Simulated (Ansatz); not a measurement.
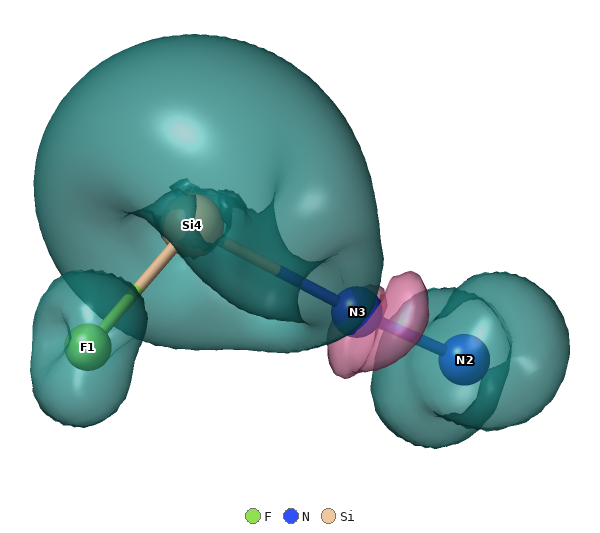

Figure. FN₂Si (charge +1, triplet). Isosurfaces of the spin density at +0.04 (teal) and −0.04 e/Å³ (pink), seen at a tilt.

Geometry: PBE0-D4/def2-TZVP.

Theory: isolated molecule in a Gaussian basis; Kohn-Sham density functional theory, functional PBE0 in Ansatz 0.2.0.

Where is the unpaired spin?

The unpaired spin (2 electrons) lies mostly on Si4 (about 1.4), N2 (about 0.3), N3 (about 0.1) and F1 (about 0.1), in electrons by Hirshfeld's partition.
